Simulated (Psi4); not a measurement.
# CCl₂GaN: single-point calculation (part 1 of 2)

System: CCl₂GaN.
Method: CAM-B3LYP/def2-SVP, UKS (Psi4 1.11).

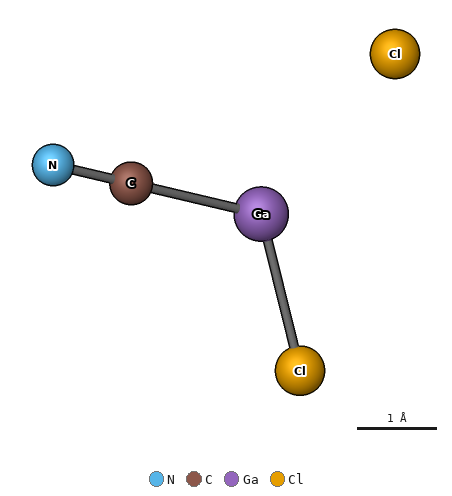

The input geometry (ball-and-stick view, seen at a tilt). Sticks mark near contacts. Bond lengths as drawn: Cl–Ga 2.11 Å, C–Ga 1.92 Å and C–N 1.15 Å.

**Key numbers**

```csv
quantity,value
outcome,converged
total energy,−2937.640259 hartree
basis functions,96
HOMO,−9.76 eV
LUMO,−2.69 eV
dipole moment,2.32 D
hardware,"1 thread of Intel Xeon (Sapphire Rapids), 32 GiB of memory available, shared host"
wall time,12 s
peak memory,0.56 GiB
```

**Input (job.in)**
```
memory 1600 MB

molecule geom {
  0 1
  N      1.27607347    -3.57269920     3.85849949
  C      0.48975843    -2.43300538     2.17891091
  Ga    -0.81963280    -0.53628727    -0.61958450
  Cl    -3.72244110    -2.07622509    -2.86363428
  Cl     1.09925369     4.15172830    -1.66636050
  units bohr
  symmetry c1
}

set basis def2-SVP
set reference uks
set guess_mix true

set reference uhf
set stability_analysis follow
set max_attempts 5
energy('scf')
set reference uks
set stability_analysis none
set guess read
set guess_mix false

E = energy('cam-b3lyp')
print_variables()
```

Run as:
```bash
psi4 job.in job.out -n 1
```

**Log**
```
Psi4 1.11 release

   => Loading Basis Set <=

    Name: DEF2-SVP
    Role: ORBITAL
    Keyword: BASIS

         ---------------------------------------------------------
                                   SCF
                              UHF Reference
                        1 Threads,   1525 MiB Core
         ---------------------------------------------------------

  ==> Geometry <==

    Molecular point group: c1
    Full point group: C1

    Geometry (in Bohr), charge = 0, multiplicity = 1:

       Center              X                  Y                   Z               Mass
    ------------   -----------------  -----------------  -----------------  -----------------
         N            2.031093887058    -3.308177199310     4.592040022544    14.003074004430
         C            1.244778847058    -2.168483379310     2.912451442544    12.000000000000
         GA          -0.064612382942    -0.271765269310     0.113956032544    68.925573500000
         CL          -2.967420682942    -1.811703089310    -2.130093747456    34.968852682000
         CL           1.854274107058     4.416250300690    -0.932819967456    34.968852682000

  Running in c1 symmetry.

  Rotational constants: A =      0.06821  B =      0.04931  C =      0.02862 [cm^-1]
  Rotational constants: A =   2045.03418  B =   1478.18814  C =    858.00583 [MHz]
  Nuclear repulsion =  433.947811288134233

  Charge       = 0
  Multiplicity = 1
  Electrons    = 78
  Nalpha       = 39
  Nbeta        = 39

  ==> Algorithm <==

  SCF Algorithm Type is DF.
  DIIS enabled.
  MOM disabled.
  Fractional occupation disabled.
  Guess Type is SAD.
  Energy threshold   = 1.00e-06
  Density threshold  = 1.00e-06
  Integral threshold = 1.00e-12

  ==> Primary Basis <==

  Basis Set: DEF2-SVP
    Blend: DEF2-SVP
    Number of shells: 40
    Number of basis functions: 96
    Number of Cartesian functions: 103
    Spherical Harmonics?: true
    Max angular momentum: 2

   => Loading Basis Set <=

    Name: (DEF2-SVP AUX)
    Role: JKFIT
    Keyword: DF_BASIS_SCF

  ==> Integral Setup <==

  DFHelper Memory: AOs need 0.048 GiB; user supplied 1.118 GiB.
  SCF_SUBTYPE=INCORE selected. In-core MEM_DF algorithm will be used.
  Using in-core AOs.

  ==> MemDFJK: Density-Fitted J/K Matrices <==

    J tasked:                   Yes
    K tasked:                   Yes
    wK tasked:                   No
    Memory [MiB]:              1144
    Algorithm:                 Core
    Schwarz Cutoff:           1E-12
    Mask sparsity (%):       9.5486
    Fitting Condition:        1E-10

   => Auxiliary Basis Set <=

  Basis Set: (DEF2-SVP AUX)
    Blend: DEF2-UNIVERSAL-JKFIT
    Number of shells: 186
    Number of basis functions: 674
    Number of Cartesian functions: 863
    Spherical Harmonics?: true
    Max angular momentum: 5

  Minimum eigenvalue in the overlap matrix is 3.1637827074E-03.
  Reciprocal condition number of the overlap matrix is 8.0591470847E-04.
    Using symmetric orthogonalization.

  ==> Pre-Iterations <==

  SCF Guess: Superposition of Atomic Densities via on-the-fly atomic UHF (no occupation information).

   -------------------------
    Irrep   Nso     Nmo
   -------------------------
     A         96      96
   -------------------------
    Total      96      96
   -------------------------

  ==> Iterations <==

                           Total Energy        Delta E     RMS |[F,P]|

   @DF-UHF iter SAD: -2928.73700229366978   -2.92874e+03   0.00000e+00
  Mixing beta HOMO/LUMO orbitals (39,40)
   @DF-UHF iter   1: -2932.64721076528122   -3.91021e+00   2.33486e-02 ADIIS/DIIS
   @DF-UHF iter   2: -2931.55059314734581    1.09662e+00   3.33106e-02 ADIIS/DIIS
   @DF-UHF iter   3: -2932.82203945593346   -1.27145e+00   2.14995e-02 ADIIS/DIIS
   @DF-UHF iter   4: -2933.98864166520616   -1.16660e+00   1.95317e-03 ADIIS/DIIS
   @DF-UHF iter   5: -2934.00756674538434   -1.89251e-02   1.18692e-03 ADIIS/DIIS
   @DF-UHF iter   6: -2934.01414080254153   -6.57406e-03   3.51112e-04 ADIIS/DIIS
   @DF-UHF iter   7: -2934.01505290187242   -9.12099e-04   1.35953e-04 ADIIS/DIIS
   @DF-UHF iter   8: -2934.01530330150035   -2.50400e-04   4.89096e-05 DIIS
   @DF-UHF iter   9: -2934.01536419873355   -6.08972e-05   2.36399e-05 DIIS
   @DF-UHF iter  10: -2934.01538145197401   -1.72532e-05   1.14826e-05 DIIS
   @DF-UHF iter  11: -2934.01538542250682   -3.97053e-06   5.86849e-06 DIIS
   @DF-UHF iter  12: -2934.01538675344909   -1.33094e-06   2.40272e-06 DIIS
   @DF-UHF iter  13: -2934.01538695230647   -1.98857e-07   1.26264e-06 DIIS
   @DF-UHF iter  14: -2934.01538700223728   -4.99308e-08   9.00437e-07 DIIS
  Energy and wave function converged.

    Wavefunction stable under totally symmetric rotations.
    Lowest totally symmetric eigenvalue: 0.015415
    Lowest UHF->UHF stability eigenvalues:
       A 0.015415

    Stability analysis over.

  ==> Post-Iterations <==

   @Spin Contamination Metric:   8.530797473E-07
   @S^2 Expected:                0.000000000E+00
   @S^2 Observed:                8.530797473E-07
   @S   Expected:                0.000000000E+00
   @S   Observed:                0.000000000E+00

    Orbital Energies [Eh]
    ---------------------

    Alpha Occupied:

       1A   -378.933698     2A   -104.844547     3A   -104.770568
       4A    -48.299363     5A    -42.641924     6A    -42.639387
       7A    -42.638057     8A    -15.629774     9A    -11.304072
      10A    -10.607293    11A    -10.527478    12A     -8.081699
      13A     -8.079153    14A     -8.078928    15A     -8.001819
      16A     -7.999686    17A     -7.999637    18A     -6.541574
      19A     -4.640464    20A     -4.635572    21A     -4.634416
      22A     -1.353096    23A     -1.348757    24A     -1.348732
      25A     -1.346629    26A     -1.344152    27A     -1.247870
      28A     -1.126200    29A     -1.020157    30A     -0.746356
      31A     -0.611434    32A     -0.572423    33A     -0.530602
      34A     -0.527574    35A     -0.514154    36A     -0.511368
      37A     -0.446653    38A     -0.432249    39A     -0.431024

    Alpha Virtual:

      40A     -0.008807    41A     -0.006976    42A      0.084093
      43A      0.143565    44A      0.184261    45A      0.189150
      46A      0.252284    47A      0.317220    48A      0.346184
      49A      0.366390    50A      0.437147    51A      0.505283
      52A      0.539230    53A      0.554622    54A      0.616627
      55A      0.694807    56A      0.704195    57A      0.730485
      58A      0.799564    59A      0.836648    60A      0.856783
      61A      0.887137    62A      0.997307    63A      1.002813
      64A      1.033956    65A      1.047279    66A      1.054665
      67A      1.074398    68A      1.076141    69A      1.081153
      70A      1.090197    71A      1.100419    72A      1.116540
      73A      1.131550    74A      1.193671    75A      1.205040
      76A      1.216337    77A      1.237240    78A      1.305566
      79A      1.403197    80A      1.430431    81A      1.495636
      82A      1.861263    83A      1.870319    84A      1.948718
      85A      1.980157    86A      2.269270    87A      2.291767
      88A      2.321700    89A      2.378333    90A      2.506288
      91A      2.563256    92A      2.567673    93A      3.057127
      94A      3.189381    95A      3.195771    96A      3.696019

    Beta Occupied:

       1A   -378.933698     2A   -104.844547     3A   -104.770567
       4A    -48.299363     5A    -42.641924     6A    -42.639387
       7A    -42.638057     8A    -15.629774     9A    -11.304072
      10A    -10.607293    11A    -10.527478    12A     -8.081699
      13A     -8.079153    14A     -8.078928    15A     -8.001818
      16A     -7.999686    17A     -7.999636    18A     -6.541574
      19A     -4.640464    20A     -4.635573    21A     -4.634416
      22A     -1.353096    23A     -1.348757    24A     -1.348733
      25A     -1.346629    26A     -1.344152    27A     -1.247870
      28A     -1.126200    29A     -1.020155    30A     -0.746357
      31A     -0.611434    32A     -0.572424    33A     -0.530602
      34A     -0.527574    35A     -0.514155    36A     -0.511368
      37A     -0.446649    38A     -0.432248    39A     -0.431024

    Beta Virtual:

      40A     -0.008807    41A     -0.006976    42A      0.084093
      43A      0.143564    44A      0.184261    45A      0.189150
      46A      0.252284    47A      0.317219    48A      0.346184
      49A      0.366389    50A      0.437147    51A      0.505283
      52A      0.539230    53A      0.554622    54A      0.616627
      55A      0.694807    56A      0.704195    57A      0.730485
      58A      0.799565    59A      0.836648    60A      0.856783
      61A      0.887137    62A      0.997307    63A      1.002813
      64A      1.033956    65A      1.047280    66A      1.054666
      67A      1.074398    68A      1.076142    69A      1.081155
      70A      1.090198    71A      1.100418    72A      1.116540
      73A      1.131550    74A      1.193671    75A      1.205040
      76A      1.216337    77A      1.237240    78A      1.305566
      79A      1.403198    80A      1.430432    81A      1.495636
      82A      1.861264    83A      1.870319    84A      1.948718
      85A      1.980157    86A      2.269270    87A      2.291767
      88A      2.321700    89A      2.378333    90A      2.506288
      91A      2.563255    92A      2.567672    93A      3.057127
      94A      3.189381    95A      3.195771    96A      3.696019

    Final Occupation by Irrep:
              A
    DOCC [    39 ]
    SOCC [     0 ]
    NA   [    39 ]
    NB   [    39 ]

  @DF-UHF Final Energy: -2934.01538700223728

   => Energetics <=

    Nuclear Repulsion Energy =            433.9478112881342327
    One-Electron Energy =               -4941.9494668581010046
    Two-Electron Energy =                1573.9862685677294394
    Total Energy =                      -2934.0153870022372757

  UHF NO Occupations:
  HONO-2 :   37  A 2.0000000
  HONO-1 :   38  A 1.9999998
  HONO-0 :   39  A 1.9999998
  LUNO+0 :   40  A 0.0000002
  LUNO+1 :   41  A 0.0000002
  LUNO+2 :   42  A 0.0000000
  LUNO+3 :   43  A 0.0000000

Computation Completed

Properties will be evaluated at   0.000000,   0.000000,   0.000000 [a0]

Properties computed using the SCF density matrix

 Multipole Moments:

 ------------------------------------------------------------------------------------
     Multipole            Electronic (a.u.)      Nuclear  (a.u.)        Total (a.u.)
 ------------------------------------------------------------------------------------

 L = 1.  Multiply by 2.5417464519 to convert [e a0] to [Debye]
 Dipole X            :         -1.4595701            0.7598546           -0.6997155
 Dipole Y            :         -0.3393471           -0.3155614           -0.6549086
 Dipole Z            :         -1.4269436            1.0820927           -0.3448509
 Magnitude           :                                                    1.0185426

 ------------------------------------------------------------------------------------

	total time  =          5 seconds =       0.08 minutes

   => Loading Basis Set <=

    Name: DEF2-SVP
    Role: ORBITAL
    Keyword: BASIS

         ---------------------------------------------------------
                                   SCF
                              UKS Reference
                        1 Threads,   1525 MiB Core
         ---------------------------------------------------------

  ==> Geometry <==

    Molecular point group: c1
    Full point group: C1

    Geometry (in Bohr), charge = 0, multiplicity = 1:
```
